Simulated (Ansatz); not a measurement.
# BNH2O (SMILES BN=O) at 6 levels

We compute a comparison of 6 runs (B2PLYP/STO-3G, UPBE0/STO-3G, r2SCAN/STO-3G, wB97X/STO-3G, CCSDT/STO-3G, CCSD/STO-3G) of BNH2O. 

The results are computed with Ansatz 0.2.0.

59 further runs of the same task are left out: 4 that didn't finish, 55 set aside as unsound or not needed.

**1. The structure to begin with**

BNH2O: 5 atoms, total charge 0, spin state singlet. As SMILES, `BN=O`. The N2–B1 distance was set to 1.942 Å, away from the relaxed value.

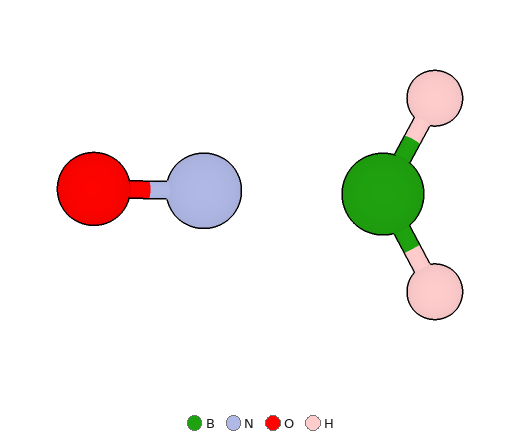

The structure, seen from a chosen angle (boron green, nitrogen light blue, oxygen red, hydrogen pink).

**2. A single-point energy at B2PLYP/STO-3G (run 1)**

Input file molecule.yaml:

```yaml
crystal:
  periodic: [false, false, false]
  atoms:
    - {symbol: B, position_ang: [-0.672498, 0.853103, -0.458192]}
    - {symbol: "N", position_ang: [0.435210, -0.552070, 0.296940]}
    - {symbol: O, position_ang: [1.113730, -1.415380, 0.760240]}
    - {symbol: H, position_ang: [-1.528178, 0.560303, -1.193232]}
    - {symbol: H, position_ang: [-0.455978, 1.959223, -0.160892]}
basis:
  gaussian:
    orbitals: STO-3G
hamiltonian:
  xc: {name: B2PLYP}
accuracy: high
correlation:
  frozen_orbitals: {B: 1, H: 0, "N": 1, O: 1}
```

The run is started by

```
$ ansatz run molecule.yaml --threads 1 --pin off --max-ram 2610MiB --events-out events.jsonl --progress --plain --runs-dir runs
```

The program printed:

```text
Warning: RAYON_NUM_THREADS=1 ignored (pool sized by the plan → 1); use --threads N
Functional definition: B2PLYP
  name "B2PLYP"
  parameter a = 0.53
  parameter c = 0.27
  exchange = (1 - a)*b88_x + a*exact_x
  correlation = (1 - c)*lyp_c + c*(mp2_os + mp2_ss)
289 factors; integrals over basis functions are off by at most 2.9e-8 eV
mean field evaluation 1: about -4174.8480 eV, gradient 1.2e1 eV
mean field evaluation 2: about -4174.8383 eV, gradient 1.2e1 eV
mean field evaluation 4: about -4175.3138 eV, gradient 3.0e0 eV
mean field evaluation 8: about -4175.3567 eV, gradient 1.2e-2 eV
mean field evaluation 16: about -4175.3563 eV, gradient 9.9e-6 eV
mean field evaluation 32: about -4175.3514 eV, gradient 2.4e-1 eV
mean field -4175.35628931 eV, -153.4415134738 hartree, gradient 8.0e-9 eV, S^2 0.000000; 2 other end points of the search recorded, 0 dependent functions left out; unrestricted orbitals would lower it
3 core orbitals not correlated: weight in the atoms' cores, before any rotation towards them, 1.000 or more for the frozen orbitals, at most 0.000 for the correlated occupied ones
reference -4175.35630471 eV, -153.4415140399 hartree; 8, 8 occupied and 6, 6 virtual orbitals, 289 factors
second order -7.84131345 eV of doubles, -0.00000000 eV of singles
Total energy: -4177.47345934 eV, -153.5193180376 hartree
```

It took 1.5 s on 1 thread of Arm Neoverse V1, shared host; peak memory 0.094 GiB.

**3. The energy at UPBE0/STO-3G (run 2)**

Input file job.yaml:

```yaml
crystal:
  periodic: [false, false, false]
  atoms:
    - {symbol: B, position_ang: [-0.672498, 0.853103, -0.458192]}
    - {symbol: N, position_ang: [0.435210, -0.552070, 0.296940]}
    - {symbol: O, position_ang: [1.113730, -1.415380, 0.760240]}
    - {symbol: H, position_ang: [-1.528178, 0.560303, -1.193232]}
    - {symbol: H, position_ang: [-0.455978, 1.959223, -0.160892]}
basis:
  gaussian:
    orbitals: STO-3G
hamiltonian:
  xc: pbe0
magnetization:
  spin_polarized: true
accuracy: high
```

The run is started by

```
$ ansatz run job.yaml --threads 1 --pin off --max-ram 2610MiB --events-out events.jsonl --progress --plain --runs-dir runs
```

The program printed:

```text
Warning: RAYON_NUM_THREADS=1 ignored (pool sized by the plan → 1); use --threads N
Functional definition: PBE0
  name "PBE0"
  parameter a = 0.25
  parameter kappa = 0.804
  parameter beta = 0.06672455060314922
  exchange = (1 - a)*pbe_x(kappa = kappa, mu = beta*pi^2/3) + a*exact_x
  correlation = pbe_c(beta = beta)
289 factors; integrals over basis functions are off by at most 2.9e-8 eV
mean field evaluation 1: about -4178.6278 eV, gradient 6.7e0 eV
mean field evaluation 2: about -4177.5979 eV, gradient 1.1e1 eV
mean field evaluation 4: about -4179.0061 eV, gradient 2.2e0 eV
mean field evaluation 8: about -4178.9749 eV, gradient 2.6e-1 eV
mean field evaluation 16: about -4178.9755 eV, gradient 1.5e-5 eV
mean field evaluation 32: about -4179.5025 eV, gradient 1.3e-1 eV
mean field evaluation 64: about -4179.2587 eV, gradient 2.1e-1 eV
mean field -4179.50170993 eV, -153.5938548720 hartree, gradient 6.9e-8 eV, S^2 1.008089; 6 other end points of the search recorded, 0 dependent functions left out
reference -4179.50171107 eV, -153.5938549139 hartree; 11, 11 occupied and 6, 6 virtual orbitals, 289 factors
Total energy: -4179.50171107 eV, -153.5938549139 hartree
```

It took 6.3 s on 1 thread of Arm Neoverse V1, shared host; peak memory 0.12 GiB.

Runs 3 to 5 aren't shown in full; the table further down has their settings and results.

**4. A single-point energy at CCSD/STO-3G (run 6)**

Input file run.yaml:

```yaml
crystal:
  periodic: [false, false, false]
  atoms:
    - {symbol: B, position_ang: [-0.672498, 0.853103, -0.458192]}
    - {symbol: N, position_ang: [0.435210, -0.552070, 0.296940]}
    - {symbol: O, position_ang: [1.113730, -1.415380, 0.760240]}
    - {symbol: H, position_ang: [-1.528178, 0.560303, -1.193232]}
    - {symbol: H, position_ang: [-0.455978, 1.959223, -0.160892]}
basis:
  gaussian:
    orbitals: STO-3G
magnetization:
  spin_polarized: false
  initial_magnetization: 0
correlation:
  method: ccsd
  frozen_orbitals: {B: 1, H: 0, "N": 1, O: 1}
accuracy: high
scf:
  omitted_lower_state_checks: [cluster_reference, increment]
```

The run is started by

```
$ ansatz run run.yaml --threads 1 --pin off --max-ram 2610MiB --events-out events.jsonl --progress --plain --runs-dir runs
```

The program printed:

```text
Warning: RAYON_NUM_THREADS=1 ignored (pool sized by the plan → 1); use --threads N
[... 12 lines left out ...]
3 core orbitals not correlated: weight in the atoms' cores, before any rotation towards them, 1.000 or more for the frozen orbitals, at most 0.000 for the correlated occupied ones
[... 41 lines left out ...]
Total energy: -4165.97136322 eV, -153.0966238015 hartree
Checks for a lower state left out: cluster_reference, increment
```

Run time: 0.18 s. Hardware: 1 thread of Arm Neoverse V1, shared host.

**5. The series**

| run | level | frozen core orbitals | energy (Eh) | wall time |
| --- | --- | --- | --- | --- |
| 1 | B2PLYP/STO-3G | 3 | -153.519318 | 1.5 s |
| 2 | UPBE0/STO-3G | – | -153.593855 | 6.3 s |
| 3 | r2SCAN/STO-3G | – | -153.682118 | 2.8 s |
| 4 | wB97X/STO-3G | – | -153.702405 | 5.1 s |
| 5 | CCSDT/STO-3G | 3 | -153.121402 | 0.6 s |
| 6 | CCSD/STO-3G | 3 | -153.096624 | 0.18 s |

**6. Outcome**

| quantity | value |
| --- | --- |
| run 6: total energy | -153.09662 Eh |
| run 6: correlation energy (3 core orbitals frozen) | -230.2 mEh |
| run 6: T1 diagnostic | 0.098 |

Totals of different functionals can't be ranked against each other. In run 6 the T1 diagnostic is large, so a single reference may not serve. In runs 1, 5, 6 the log says that unrestricted orbitals would lower the reference, so the values rest on an unstable closed-shell determinant (other closed-shell runs at this shape may share the fault). In runs 1, 2, 3, 4, 5, 6 the basis is minimal, so the values are rough. Spin contamination of the reference: run 2 ⟨S²⟩ = 1.01. Where it is this large, the reference is a mixture of spin states, and values that rest on it are in doubt. All runs together took 17 s, the longest 6.3 s.
